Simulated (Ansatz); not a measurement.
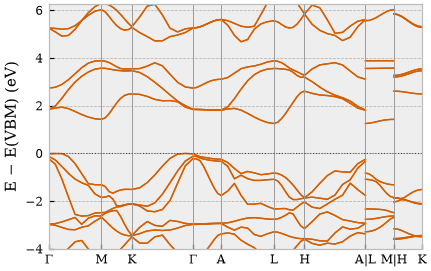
Fig. 1. Band structure from r²SCAN+D4 with spin–orbit coupling (plane waves, PAW; program Ansatz)

### Question
Read off the gap and where the band edges lie.

### Answer
About 1.3 eV (1.25 eV by a search for the band edges); maximum on the K–Γ line, 83 % of the way from K, minimum at L.

The material is ZrS$_{2}$ (CdI2 type, space group No. 164).

Space group P-3m1 (CdI2 type). The r²SCAN+D4 relaxation kept the symmetry of its start. No spin polarisation was allowed.

Potentials: the later of the program's two PAW sets.
